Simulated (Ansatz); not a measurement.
Take AlN in the wurtzite structure (space group P6_3mc, No. 186; a = 3.114 Å, c = 4.984 Å) as the base.

The change: hole doping at 1.0×10^22 cm⁻³ (0.418 per cell), with a uniform compensating background at fixed cell and a 300 K Fermi–Dirac width.

Computed with PBEsol (Ansatz, a first-principles code), no spin-orbit coupling.

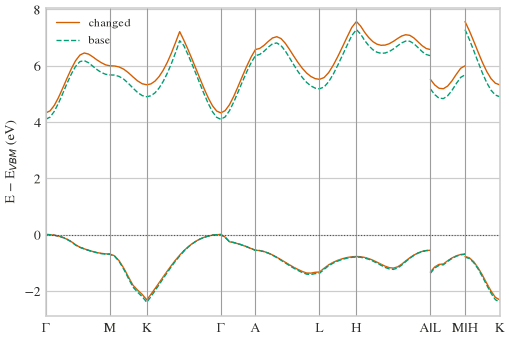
Figure: Highest valence and lowest conduction band along the path, each from its own valence-band maximum

From the figure, how large is the changed gap, and is it direct?

About 4.3 eV, direct at Γ.

Charged cell with a jellium background: band edges are those of the host's band count, energies are not comparable with the neutral cell, and many-body gap narrowing is missing. Stability against distortions was not tested.
